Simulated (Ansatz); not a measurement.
# BN (boron nitride): UPBE0/6-31G

What is the energy change on altering one bond length of BN (boron nitride) at UPBE0/6-31G? 

The calculation is run with Ansatz 0.2.0.

69 further runs of the same task are left out: 69 set aside as unsound or not needed.

## 1. The structure to begin with

BN has 2 atoms, charge 0, and is taken as a triplet. As SMILES, `B#N`. Geometry: relaxed at PBE0-D4/def2-TZVP.

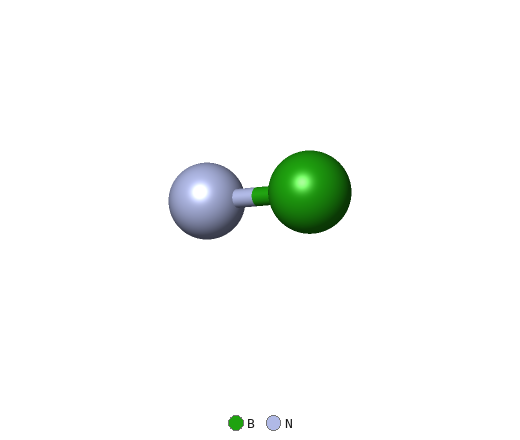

The structure, seen from a chosen angle (boron green, nitrogen light blue).

## 2. The energy at UPBE0/6-31G

The input, molecule.yaml:

```yaml
crystal:
  periodic: [false, false, false]
  atoms:
    - symbol: B
      position_ang: [-0.000000, -0.000000, -0.023520]
    - symbol: N
      position_ang: [0.000000, 0.000000, 1.291950]
basis:
  gaussian:
    orbitals: 6-31G
magnetization:
  spin_polarized: true
  initial_magnetization: 2
hamiltonian:
  xc: pbe0
accuracy: high
```

Started as:

```
$ ansatz run molecule.yaml --threads 1 --pin off --max-ram 3480MiB --events-out events.jsonl --progress --plain --runs-dir runs
```

Log:

```text
Warning: RAYON_NUM_THREADS=1 ignored (pool sized by the plan → 1); use --threads N
Functional definition: PBE0
  name "PBE0"
  parameter a = 0.25
  parameter kappa = 0.804
  parameter beta = 0.06672455060314922
  exchange = (1 - a)*pbe_x(kappa = kappa, mu = beta*pi^2/3) + a*exact_x
  correlation = pbe_c(beta = beta)
417 factors; integrals over basis functions are off by at most 3.2e-9 eV
mean field evaluation 1: about -2154.0728 eV, gradient 2.6e1 eV
mean field evaluation 2: about -2130.2503 eV, gradient 6.8e1 eV
mean field evaluation 4: about -2157.4502 eV, gradient 6.1e-1 eV
mean field evaluation 8: about -2157.4625 eV, gradient 3.4e-2 eV
mean field evaluation 16: about -2157.4625 eV, gradient 4.6e-6 eV
mean field -2157.46253506 eV, -79.2852857827 hartree, gradient 5.5e-9 eV, S^2 2.004186; 1 other end points of the search recorded, 0 dependent functions left out
reference -2157.46253642 eV, -79.2852858327 hartree; 7, 5 occupied and 11, 13 virtual orbitals, 417 factors
Total energy: -2157.46253642 eV, -79.2852858327 hartree
```

Run time: 0.52 s. Hardware: 1 thread of Intel Xeon 6975P-C (Granite Rapids), shared host.

## 3. The distorted shape

The input, run.yaml:

```yaml
basis:
  gaussian: {orbitals: 6-31G}
crystal:
  periodic: [false, false, false]
  atoms:
    - {symbol: B, position_ang: [-0.000000, -0.000000, -0.352350]}
    - {symbol: "N", position_ang: [0.000000, 0.000000, 1.291950]}
magnetization: {spin_polarized: true, initial_magnetization: 2}
hamiltonian: {xc: {name: PBE0}}
accuracy: high
```

Started as:

```
$ ansatz run run.yaml --threads 1 --pin off --max-ram 3480MiB --events-out events.jsonl --progress --plain --runs-dir runs
```

Log, shortened:

```text
Warning: RAYON_NUM_THREADS=1 ignored (pool sized by the plan → 1); use --threads N
[... 7 set-up lines as earlier in the session ...]
419 factors; integrals over basis functions are off by at most 3.2e-9 eV
mean field evaluation 1: about -2151.8981 eV, gradient 2.7e1 eV
mean field evaluation 2: about -2100.1821 eV, gradient 8.7e1 eV
mean field evaluation 4: about -2156.2037 eV, gradient 8.8e-1 eV
mean field evaluation 8: about -2156.2141 eV, gradient 7.8e-2 eV
mean field evaluation 16: about -2156.2150 eV, gradient 3.1e-5 eV
mean field evaluation 32: about -2155.8906 eV, gradient 2.3e0 eV
mean field -2156.21497262 eV, -79.2394387088 hartree, gradient 6.1e-8 eV, S^2 2.025048; 3 other end points of the search recorded, 0 dependent functions left out
reference -2156.21497394 eV, -79.2394387574 hartree; 7, 5 occupied and 11, 13 virtual orbitals, 419 factors
Total energy: -2156.21497394 eV, -79.2394387574 hartree
```

Run time: 0.7 s. Hardware: 1 thread of Intel Xeon 6975P-C (Granite Rapids), shared host.

## 4. Outcome

Level: UPBE0/6-31G.

| quantity | value |
| --- | --- |
| first shape: total energy | -79.28529 Eh |
| first shape: ⟨S²⟩ | 2.004 |
| distorted shape: total energy | -79.23944 Eh |
| distorted shape: ⟨S²⟩ | 2.025 |
| energy change with the B1–N2 bond stretched from 1.315 to 1.644 Å | 1.248 eV |

**Reading.** With the B1–N2 bond stretched from 1.315 to 1.644 Å the energy rises by 1.25 eV (29 kcal/mol). The first shape isn't relaxed at this level, so the change isn't measured from a minimum.
